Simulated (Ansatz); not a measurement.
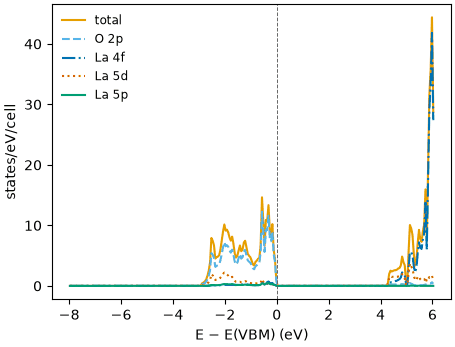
*Total and projected density of states of La₂O₃ (La2O3 or Ni2Al3 type, P-3m1), plane-wave PAW r²SCAN (Ansatz code)*

Which orbitals carry the states next to the gap?

Top 1 eV of the valence band: O 2p 85 %, La 5d 6 %. Bottom 1 eV of the conduction band: La 5d 45 %, La 4f 44 %, O 2p 7 %. Projections are on Löwdin-orthogonalised atomic valence shells; empty p or d shells of many metals are not among them.

Where is the tallest occupied peak in this window, and what makes it?

Near -0.6 eV, about 15 states/eV per cell; the largest projected share is O 2p.

Symmetry was held in the r²SCAN relaxation. Spin–orbit coupling is left out wherever it is not named.

Potentials: the earlier of the program's two PAW sets.
